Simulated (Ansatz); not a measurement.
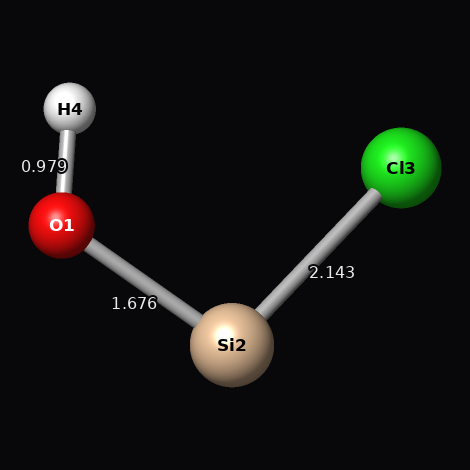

Bond lengths are marked in Å; every bond is drawn as one stick. The geometry was computed by an optimisation with PBE-D4/def2-SVP. No frequency run is at hand to confirm it as a minimum.

Question: Which of the marked bonds are single, double, triple or aromatic?

Answer: O1–Si2 single; O1–H4 single; Si2–Cl3 single.

Question: Give the structure as SMILES.

Answer: O[Si]Cl
